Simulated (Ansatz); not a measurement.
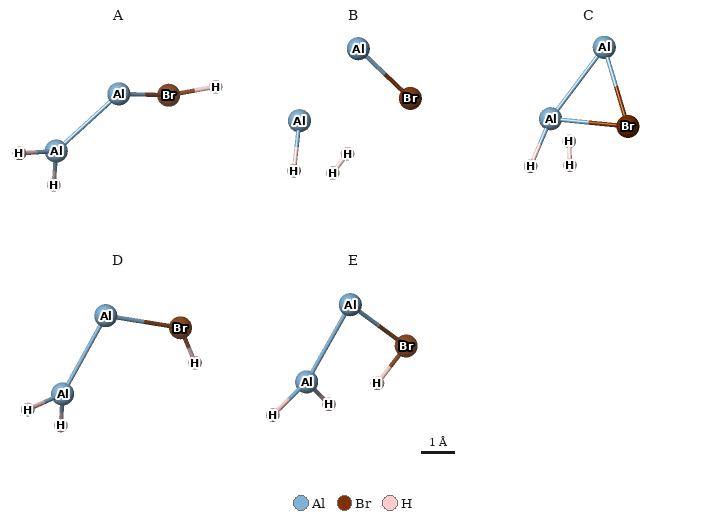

5 geometries from one relaxation of Al2H3Br, in shuffled order. The picture is a ball-and-stick view, seen from a free direction.

It is one of the separated reactants of a reaction.

Computed with Ansatz 0.2.0, RKS PBE-D4/def2-SVP. Settings: force threshold 0.03 eV/Å; at most 250 steps.

Q: Put them in the order of the run, from the start to the converged end.

A: A, D, E, B, C. They are steps 0, 9, 18, 28, 38, at +80.7 kcal/mol, +40.8 kcal/mol, +33.9 kcal/mol, +9.95 kcal/mol relative to the last. Over 38 geometry steps the energy falls by 80.7 kcal/mol. Largest force component: 3.5 eV/Å at the start, 0.028 eV/Å at the end. The largest move after the best rigid fit is that of an H atom, 3.94 Å. By element the largest moves are H 3.94 Å, Br 2.48 Å, Al 1.52 Å. Among the contacts that change: H–H 5.847 → 0.786 Å, Al–H 5.615 → 2.214 Å, Br–H 1.510 → 3.433 Å, Al–Br 4.153 → 2.535 Å. New bonds form: H–H (5.85 → 0.79 Å). Bonds break: Al–H (1.59 → 2.32 Å), Br–H (1.51 → 3.43 Å). Bond angles that change, for instance: Al–Al–Br 116.6° → 56.0°, Al–Al–H 121.3° → 160.0°. Groups turn about Al–Al by about 155°.
